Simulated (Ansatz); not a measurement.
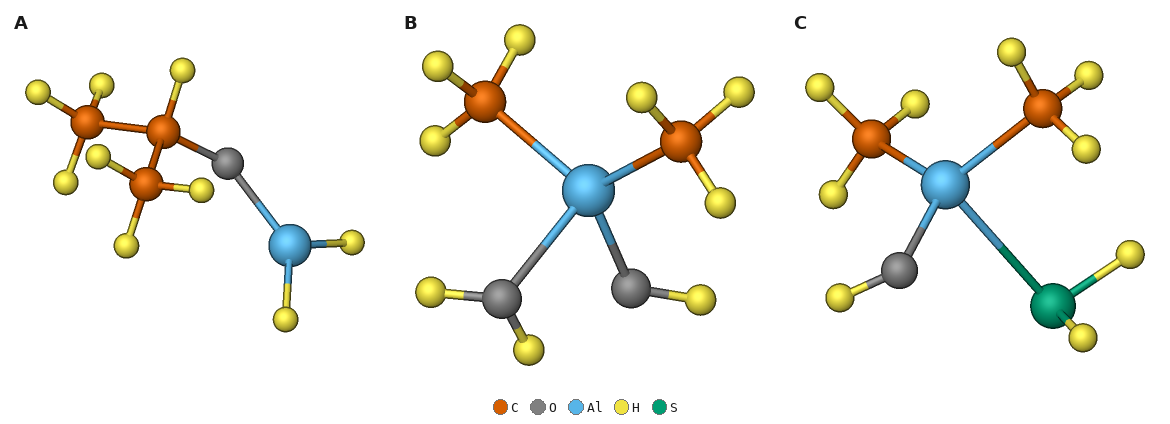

```sh
ansatz run in.yaml --threads 4 --pin off --events-out ev --progress --plain --max-ram 10444MiB
```

```yaml
crystal:
  periodic: [false, false, false]
  atoms:
    - {symbol: C, position_ang: [-1.416206, 1.337214, 0.199922]}
    - {symbol: Al, position_ang: [-0.185047, -0.176284, 0.022124]}
    - {symbol: C, position_ang: [1.297361, -0.426522, 1.286017]}
    - {symbol: O, position_ang: [-0.802073, -1.629604, -0.739356]}
    - {symbol: O, position_ang: [0.823050, 0.056111, -1.711896]}
    - {symbol: H, position_ang: [-0.884248, 2.271459, 0.407793]}
    - {symbol: H, position_ang: [-2.014640, 1.496744, -0.702569]}
    - {symbol: H, position_ang: [-2.118904, 1.188842, 1.027415]}
    - {symbol: H, position_ang: [0.919228, -0.638601, 2.292078]}
    - {symbol: H, position_ang: [1.926872, 0.465762, 1.379310]}
    - {symbol: H, position_ang: [1.947870, -1.266310, 1.018342]}
    - {symbol: H, position_ang: [-1.723783, -1.876704, -0.731680]}
    - {symbol: H, position_ang: [0.442240, -0.764517, -2.079002]}
    - {symbol: H, position_ang: [1.775380, -0.066890, -1.639700]}
basis:
  gaussian: {orbitals: def2-TZVPP}
hamiltonian: {xc: pbe}
correlation: {method: rpa}
```

Which picture belongs to the input above?

B. The file holds C2H9AlO2, `[CH3][Al-]([CH3])([OH])[OH2+]`.
